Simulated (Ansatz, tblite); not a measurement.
# The cluster Sn₁₀H₁₄O: charged states by level of theory, part 3 of 3

What does removing or adding an electron cost or gain for the cluster Sn₁₀H₁₄O? Each charged state is run at several levels.

Ansatz 0.2.0, Gaussian basis; as each input shows.

### 11 Charge -1 doublet, PBE0-D4/def2-TZVP

Contents of in.yaml:

```yaml
crystal:
  periodic: [false, false, false]
  atoms:
    - {symbol: Sn, position_ang: [-0.009271, -3.077886, -0.005499]}
    - {symbol: Sn, position_ang: [0.108801, 0.232873, -3.147553]}
    - {symbol: Sn, position_ang: [-3.146220, 0.238646, 0.145881]}
    - {symbol: Sn, position_ang: [-0.018196, 0.104053, 3.237464]}
    - {symbol: Sn, position_ang: [0.143051, 3.947635, 0.136308]}
    - {symbol: Sn, position_ang: [3.237569, 0.101530, -0.057073]}
    - {symbol: Sn, position_ang: [-1.610339, -1.376359, -1.588580]}
    - {symbol: Sn, position_ang: [1.658741, -1.508372, 1.639887]}
    - {symbol: Sn, position_ang: [1.626780, 1.968985, -1.476882]}
    - {symbol: Sn, position_ang: [-1.454336, 1.972780, 1.642574]}
    - {symbol: O, position_ang: [-1.051043, 4.900118, -1.043620]}
    - {symbol: H, position_ang: [0.941290, -4.150113, -1.005593]}
    - {symbol: H, position_ang: [-0.998483, -4.147639, 0.959145]}
    - {symbol: H, position_ang: [1.063790, -0.828592, -4.164696]}
    - {symbol: H, position_ang: [-0.892962, 1.116005, -4.273591]}
    - {symbol: H, position_ang: [-4.155002, -0.819179, 1.113739]}
    - {symbol: H, position_ang: [-4.280865, 1.123271, -0.844783]}
    - {symbol: H, position_ang: [-1.027738, -0.958930, 4.195728]}
    - {symbol: H, position_ang: [1.003489, 0.887819, 4.423530]}
    - {symbol: H, position_ang: [4.184778, -0.962891, -1.075491]}
    - {symbol: H, position_ang: [4.434605, 0.886593, 0.950719]}
    - {symbol: H, position_ang: [-2.629457, -2.389704, -2.593829]}
    - {symbol: H, position_ang: [2.647113, -2.575679, 2.617520]}
    - {symbol: H, position_ang: [2.795495, 2.654080, -2.609388]}
    - {symbol: H, position_ang: [-2.571590, 2.660957, 2.824095]}
basis:
  gaussian: {orbitals: def2-TZVP, fitting: {mean_field: def2-universal-jkfit}, initial_orbitals: start.molden}
total_charge: -1
magnetization: {spin_polarized: true, initial_magnetization: 1}
hamiltonian: {xc: pbe0, dispersion: d4}
scf: {omitted_lower_state_checks: [starts]}
output: {orbitals: {seedname: orbitals}}
```

The run is started by

```sh
$ ansatz run in.yaml --threads 2 --pin off --events-out ev --progress --plain --max-ram 32768MiB --backend cuda --devices 0, --max-vram 18GiB
```

Output, cut to the lines that bear on the results:

```text
Functional definition: PBE0
  name "PBE0"
  cite "Adamo & Barone, J. Chem. Phys. 110, 6158 (1999) doi:10.1063/1.478522"
  cite "Perdew, Burke & Ernzerhof, Phys. Rev. Lett. 77, 3865 (1996) doi:10.1103/PhysRevLett.77.3865"
  parent pbe
[...]
2509 factors; integrals over basis functions are off by at most 8.8e-1 eV
[...]
mean field -60597.08033519 eV, -2226.9016281419 hartree, gradient 1.5e-5 eV, S^2 0.768100; 0 other end points of the search recorded, 0 dependent functions left out
reference -60597.08042546 eV, -2226.9016314594 hartree; 122, 121 occupied and 493, 494 virtual orbitals, 2509 factors
Total energy: -60598.45473233 eV, -2226.9521363051 hartree
Checks for a lower state left out: starts
```

Run time: 11 s. Hardware: 1 × H100 (card shared with other runs) with 2 threads of AMD EPYC 7R13, shared host; peak host memory 1.1 GiB.

HOMO -2.68 eV, LUMO -0.47 eV (over both spins); ⟨S²⟩ 0.768 (pure: 0.75).

### 12 Charge -1 doublet, PBE-D4/def2-TZVP

Changes to in.yaml since step 11:

```diff
@@ -32,3 +32,3 @@
 magnetization: {spin_polarized: true, initial_magnetization: 1}
-hamiltonian: {xc: pbe0, dispersion: d4}
+hamiltonian: {xc: pbe, dispersion: d4}
 scf: {omitted_lower_state_checks: [starts]}
```

The command is unchanged.

Output, cut to the lines that bear on the results:

```text
Functional definition: PBE
  name "PBE"
  cite "Perdew, Burke & Ernzerhof, Phys. Rev. Lett. 77, 3865 (1996) doi:10.1103/PhysRevLett.77.3865"
  parent pbe
[...]
2509 factors; integrals over basis functions are off by at most 8.8e-1 eV
[...]
mean field -60594.54371292 eV, -2226.8084089930 hartree, gradient 2.0e-5 eV, S^2 0.754183; 0 other end points of the search recorded, 0 dependent functions left out
reference -60594.54383240 eV, -2226.8084133837 hartree; 122, 121 occupied and 493, 494 virtual orbitals, 2509 factors
Total energy: -60596.04146223 eV, -2226.8634502649 hartree
Checks for a lower state left out: starts
```

It took 9.5 s on 1 × H100 (card shared with other runs) with 2 threads of AMD EPYC 7R13, shared host; peak host memory 1.1 GiB.

From the report: HOMO -1.88 eV, LUMO -1.30 eV (over both spins); ⟨S²⟩ 0.754 (pure: 0.75).

### 13 Fields of the charge -1 doublet

The fields below are evaluated on a grid from the run's orbitals.

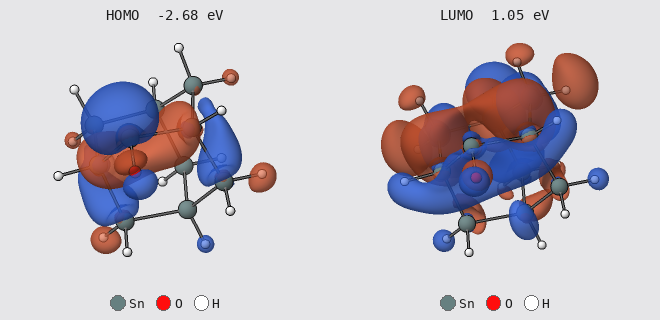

PBE0-D4/def2-TZVP orbitals (alpha spin) near the gap, drawn at the value that encloses 70 % of each; the two colours are the two signs.

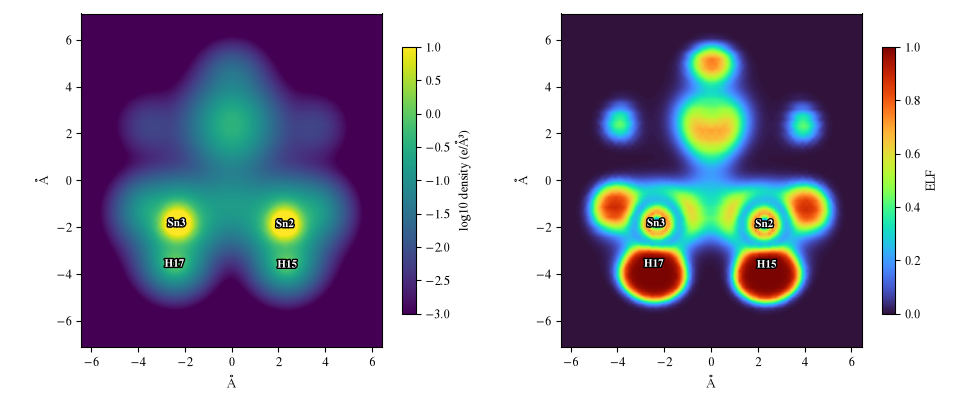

Density (left) and ELF (right) in a plane through or near 4 of the atoms.

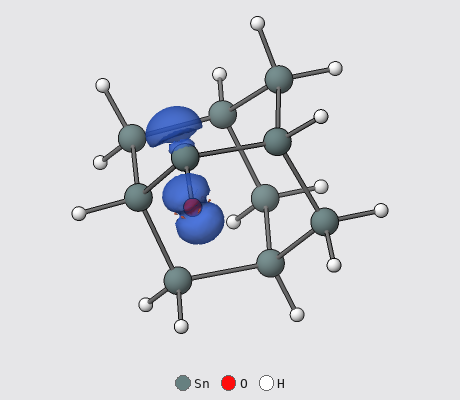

Spin density at ±0.04 e/Å³ (alpha excess blue, beta excess red).

### 14 Adiabatic electron affinity

Starting state less charged state (positive: the electron is bound), singlet to doublet; the starting state's energies are those of its earlier runs.

| level | adiabatic electron affinity (eV) | time |
| --- | --- | --- |
| PBE-D4/def2-TZVP | +2.71 | 17 s |
| PBE0-D4/def2-TZVP | +2.66 | 19 s |

Times add the two runs; a level without a time comes out of a correlated run.

### 15 Summary of results

This closing draws on all 3 parts.

| quantity | value |
| --- | --- |
| vertical ionisation energy, functionals in def2-TZVP | 7.30 (PBE-D4) to 7.45 eV (ωB97X-V) |
| vertical electron affinity, functionals in def2-TZVP | 1.71 (ωB97X-V) to 1.89 eV (PBE0-D4) |
| adiabatic electron affinity, functionals in def2-TZVP | 2.66 (PBE0-D4) to 2.71 eV (PBE-D4) |
| relaxation of the anion side, PBE-D4/def2-TZVP | 0.83 eV |

In words: The vertical ionisation energy spans 7.30 to 7.45 eV over the functionals. −ε(HOMO) misses the level's own difference by +0.92 eV at best (ωB97X-V) and -1.96 eV at worst (PBE-D4). The vertical electron affinity spans 1.71 to 1.89 eV over the functionals. −ε(LUMO) misses the level's own difference by -0.54 eV at best (ωB97X-V) and +1.64 eV at worst (PBE-D4). The adiabatic electron affinity spans 2.66 to 2.71 eV over the functionals. Relaxing the reduced state gains 0.83 eV at PBE-D4/def2-TZVP.
